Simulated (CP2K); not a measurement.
# InHF2 (SMILES [F][InH][F]): PM3

What is the energy change on altering one bond length of InHF2 at PM3? 

The results are computed with CP2K 2026.2.

2 further runs of the same task are left out: 2 set aside as unsound or not needed.

**1. The system as given**

InHF2: 4 atoms, total charge 0, spin state singlet. As SMILES, `[F][InH][F]`. The coordinates come from a PBE0-D4/def2-TZVP relaxation.

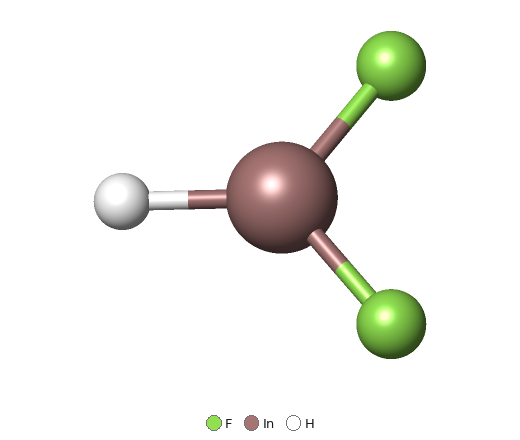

The structure, seen from a chosen angle (fluorine green, indium brown, hydrogen white).

**2. A single-point energy at PM3**

Input file molecule.inp:

```
&GLOBAL
 PROJECT_NAME molecule
 RUN_TYPE ENERGY
 PRINT_LEVEL MEDIUM
&END GLOBAL
&FORCE_EVAL
 METHOD Quickstep
 &DFT
  CHARGE 0
  MULTIPLICITY 1
  &QS
   METHOD PM3
   EPS_DEFAULT 1.0E-10
   &SE
    &COULOMB
     CUTOFF [angstrom] 50
     RC_RANGE [angstrom] 0
    &END COULOMB
    &EXCHANGE
     CUTOFF [angstrom] 50
     RC_RANGE [angstrom] 0
    &END EXCHANGE
   &END SE
  &END QS
  &POISSON
   PERIODIC NONE
   POISSON_SOLVER ANALYTIC
  &END POISSON
  &SCF
   SCF_GUESS ATOMIC
   EPS_SCF 1.0E-06
   MAX_SCF 100
   ADDED_MOS 2
   &DIAGONALIZATION
    ALGORITHM STANDARD
   &END DIAGONALIZATION
   &MIXING
    METHOD DIRECT_P_MIXING
    ALPHA 0.4
   &END MIXING
  &END SCF
  &PRINT
   &MOMENTS
    PERIODIC F
    REFERENCE COM
    MAX_MOMENT 1
   &END MOMENTS
   &MO ON
    ENERGIES T
    OCCUPATION_NUMBERS T
    NDIGITS 6
    &EACH
     QS_SCF 0
    &END EACH
    ADD_LAST NUMERIC
   &END MO
   &HIRSHFELD OFF
   &END HIRSHFELD
  &END PRINT
 &END DFT
 &SUBSYS
  &CELL
   ABC [angstrom] 19 18.5 17.8
   PERIODIC NONE
  &END CELL
  &COORD
   F     -1.694300    -0.668800     0.241700
   In     0.043800     0.113800    -0.088400
   F      1.340800    -1.004700     0.811200
   H      0.365400     1.499400    -0.984800
  &END COORD
  &TOPOLOGY
   &CENTER_COORDINATES
   &END CENTER_COORDINATES
  &END TOPOLOGY
 &END SUBSYS
&END FORCE_EVAL
```

Started as:

```sh
OMP_NUM_THREADS=1 cp2k.psmp -i molecule.inp > molecule.out 2>&1
```

Output:

```text
CP2K| version string:                                       CP2K version 2026.2
[...]
 GLOBAL| Method name                                                        CP2K
[...]
 GLOBAL| Run type                                                         ENERGY
[...]
                             - Atoms:                                          4
[...]
                             - Spherical basis functions:                     13
[...]
 Number of electrons:                                                         18
[...]
     1 P_Mix/Diag. 0.40E+00    0.0     0.79829426       -33.1556424697 -3.32E+01
[...]
    16 DIIS/Diag.  0.27E-06    0.0     0.00000072       -34.9113740602 -6.96E-11
  *** SCF run converged in    16 steps ***
  Core-core repulsion energy [eV]:                            524.83136774701200
  Core Hamiltonian energy [eV]:                             -1648.11426774330062
  Two-electron integral energy [eV]:                          346.59219896914806
  Electronic energy [eV]:                                   -1474.81816825872670
  Total energy [eV]:                                         -949.98680051171459
  Atomic reference energy [eV]:                               946.49547595504703
  Heat of formation [kcal/mol]:                               -80.51186331465544
[...]
 SE_DIPOLE| Moment [Debye]         -0.51385284      -2.21509865       1.43268915
 SE_DIPOLE| Derivative [a.u.]       0.00000000       0.00000000       0.00000000
 ENERGY| Total FORCE_EVAL ( QS ) energy [hartree]            -34.911374060192287
[...]
```

Run time: 0.2 s. Hardware: 1 thread of Arm Neoverse V2, shared host.

**3. The distorted shape at the same level**

Input file molecule.inp:

```
&GLOBAL
  PROJECT molecule
  RUN_TYPE ENERGY
  PRINT_LEVEL MEDIUM
&END
&FORCE_EVAL
  METHOD Quickstep
  &DFT
    CHARGE 0
    MULTIPLICITY 1
    &QS
      METHOD PM3
      EPS_DEFAULT 1.0E-10
      &SE
        &COULOMB
          CUTOFF [angstrom] 50
          RC_RANGE [angstrom] 0
        &END
        &EXCHANGE
          CUTOFF [angstrom] 50
          RC_RANGE [angstrom] 0
        &END
      &END
    &END
    &POISSON
      PERIODIC NONE
      POISSON_SOLVER ANALYTIC
    &END
    &SCF
      SCF_GUESS ATOMIC
      EPS_SCF 1.0E-06
      MAX_SCF 100
      ADDED_MOS 2
      &DIAGONALIZATION
        ALGORITHM STANDARD
      &END
      &MIXING
        METHOD DIRECT_P_MIXING
        ALPHA 0.4
      &END
    &END
    &PRINT
      &MOMENTS
        PERIODIC F
        REFERENCE COM
        MAX_MOMENT 1
      &END
      &MO ON
        ENERGIES T
        OCCUPATION_NUMBERS T
        NDIGITS 6
        &EACH
          QS_SCF 0
        &END
        ADD_LAST NUMERIC
      &END
      &HIRSHFELD OFF
      &END
    &END
  &END
  &SUBSYS
    &CELL
      ABC [angstrom] 19 19.2 18.2
      PERIODIC NONE
    &END
    &COORD
      F     -1.855103    -1.361613     0.689908
      In    -0.117003    -0.579013     0.359808
      F      1.179997    -1.697513     1.259408
      H      0.365400     1.499400    -0.984800
    &END
    &TOPOLOGY
      &CENTER_COORDINATES
      &END
    &END
  &END
&END
```

Started as:

```sh
OMP_NUM_THREADS=1 cp2k.psmp molecule.inp > molecule.out
```

Output:

```text
CP2K| version string:                                       CP2K version 2026.2
[...]
 GLOBAL| Method name                                                        CP2K
[...]
 GLOBAL| Run type                                                         ENERGY
[...]
                             - Atoms:                                          4
[...]
                             - Spherical basis functions:                     13
[...]
 Number of electrons:                                                         18
[...]
     1 P_Mix/Diag. 0.40E+00    0.0     0.75816301       -33.1913597008 -3.32E+01
[...]
    16 DIIS/Diag.  0.27E-06    0.0     0.00000033       -34.8298796473 -1.89E-11
  *** SCF run converged in    16 steps ***
  Core-core repulsion energy [eV]:                            509.51065532606560
  Core Hamiltonian energy [eV]:                             -1646.20333952990495
  Two-electron integral energy [eV]:                          377.84691888950840
  Electronic energy [eV]:                                   -1457.27988008515058
  Total energy [eV]:                                         -947.76922475908509
  Atomic reference energy [eV]:                               946.49547595504703
  Heat of formation [kcal/mol]:                               -29.37334754858819
[...]
 SE_DIPOLE| Moment [Debye]         -0.69749575      -3.00624266       1.94453736
 SE_DIPOLE| Derivative [a.u.]       0.00000000       0.00000000       0.00000000
 ENERGY| Total FORCE_EVAL ( QS ) energy [hartree]            -34.829879647253961
[...]
```

Wall time 0.2 s (1 thread of Arm Neoverse V2, shared host).

**4. Outcome**

Level: PM3.

```
                                                          quantity           value
                                         first shape: total energy    -34.91137 Eh
                                        first shape: dipole moment          2.69 D
                                          first shape: HOMO energy       -13.52 eV
                                          first shape: LUMO energy        -3.17 eV
                                        first shape: HOMO–LUMO gap        10.35 eV
                                    first shape: heat of formation  -80.5 kcal/mol
                                     distorted shape: total energy    -34.82988 Eh
                                    distorted shape: dipole moment          3.65 D
                                      distorted shape: HOMO energy       -11.55 eV
                                      distorted shape: LUMO energy        -2.91 eV
                                    distorted shape: HOMO–LUMO gap         8.63 eV
                                distorted shape: heat of formation  -29.4 kcal/mol
energy change with the In2–H4 bond stretched from 1.681 to 2.522 Å        2.218 eV
```

In words: With the In2–H4 bond stretched from 1.681 to 2.522 Å the energy rises by 2.22 eV (51 kcal/mol). The first shape isn't relaxed at this level, so the change isn't measured from a minimum.
